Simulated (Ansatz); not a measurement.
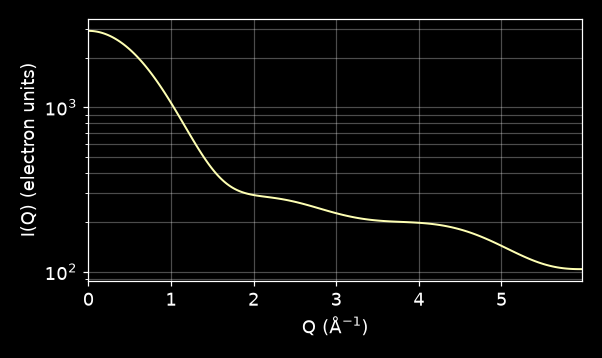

Elastic X-ray scattering of a randomly oriented, rigid molecule, calculated with the Debye equation from neutral-atom form factors (independent atoms, no Compton part, no vibration). The geometry is the end point of an optimisation (RKS PBE0-D4/def2-SVP (Ansatz)); it may be a saddle point or a higher isomer. It contains O, C, S, Si, F, H.

**How many electrons does the independent-atom model of the molecule hold?**

I(0) is the square of the electron number: I(0) = 2920, so about 54 electrons, the count of CHFOSSi.

**What radius of gyration does the initial fall-off give?**

From I(Q) ≈ I(0) exp(−Q²R²/3) at small Q, R ≈ 1.77 Å. It is larger than the electron-weighted radius of the nuclear positions alone (1.61 Å), because each atom's electron cloud adds to it.
